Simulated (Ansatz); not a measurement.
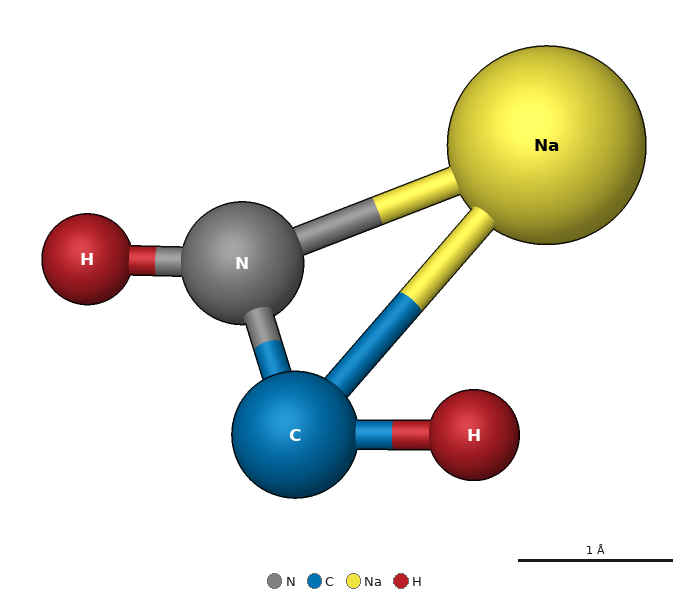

Ball-and-stick drawing of a structure.

The computed structure is the end point of a PBE0-D4/def2-TZVP optimisation. No frequency run is at hand to confirm it as a minimum.

> Count the atoms of each element.

CH₂NNa, 5 atoms: 1 carbon, 2 hydrogen, 1 nitrogen and 1 sodium.

> Which point group does it belong to?

Cs.

> How many atoms are distinct by symmetry?

5: 1 N, 1 C, 1 Na, 1 H, 1 H.

More results for the same structure follow; atom numbers are the same in all pictures, views and colours differ.

Shape

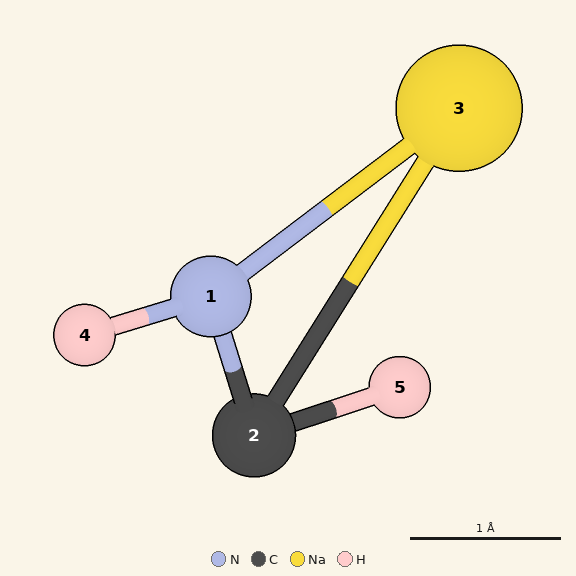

No frequency run is at hand to confirm it as a minimum.

What are the angles C2–N1–Na3, C2–N1–H4, Na3–N1–H4, N1–C2–Na3, N1–C2–H5, Na3–C2–H5, N1–Na3–C2?

```csv
angle,degrees
C2–N1–Na3,95.5
C2–N1–H4,109.7
Na3–N1–H4,154.9
N1–C2–Na3,54.7
N1–C2–H5,108.2
Na3–C2–H5,53.5
N1–Na3–C2,29.9
```

Charges

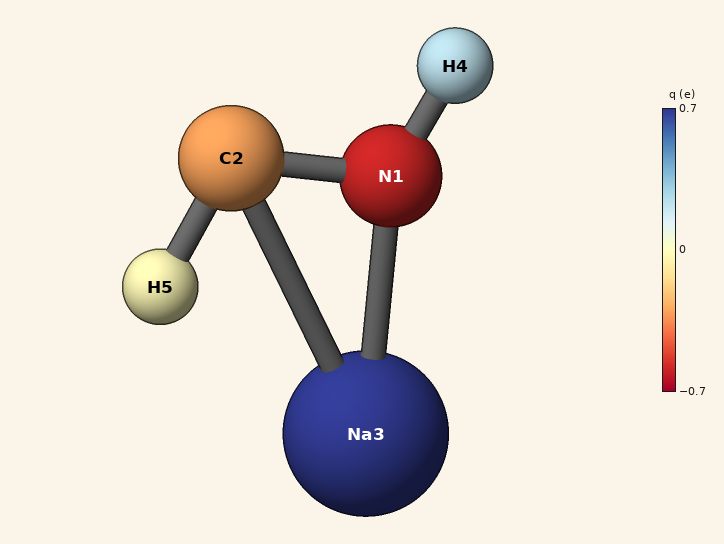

Atoms are coloured by their Mulliken charges. No frequency run is at hand to confirm it as a minimum. Level of theory: RKS PBE0-D4/def2-TZVP (Ansatz 0.2.0).

Give the Mulliken charges atom by atom.

```csv
atom,value (e)
N1,−0.58
C2,−0.30
Na3,0.68
H4,0.23
H5,−0.02
```

Electronic properties

No frequency run is at hand to confirm it as a minimum. Method: RKS PBE0-D4/def2-TZVPP (Ansatz 0.2.0).

Computed properties:

- HOMO energy (Kohn–Sham orbital): −3.77 eV
- LUMO energy (Kohn–Sham orbital): −1.57 eV
- HOMO–LUMO gap: 2.20 eV

Dipole moment

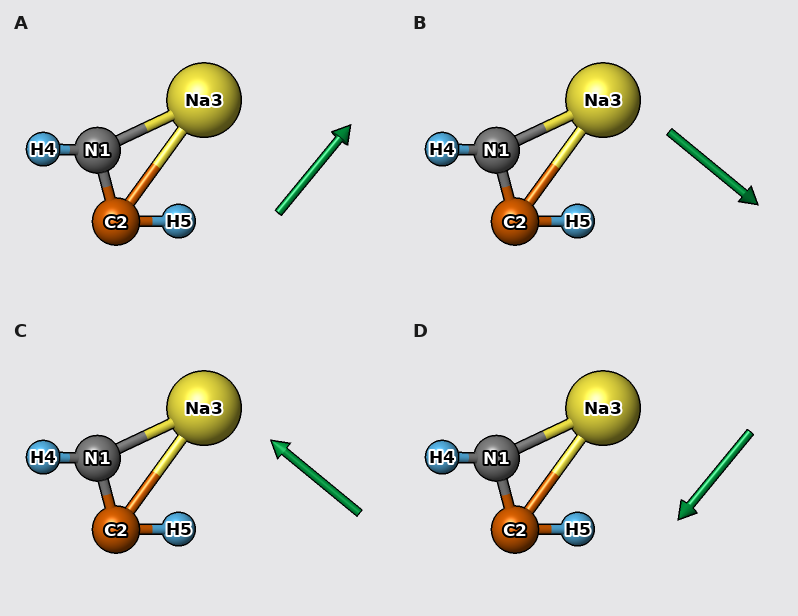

The same molecule four times, each with an arrow. No frequency run is at hand to confirm it as a minimum. Level of theory: RKS PBE0-D4/def2-TZVP (Ansatz 0.2.0).

> Which arrow points along the dipole moment, from the negative to the positive end?

A. The dipole moment is 8.37 D; it points from the side of C2, H4 to the side of Na3 (the outermost atoms at the two ends).

Mulliken values depend strongly on the basis set and can even reverse the polarity of a bond.
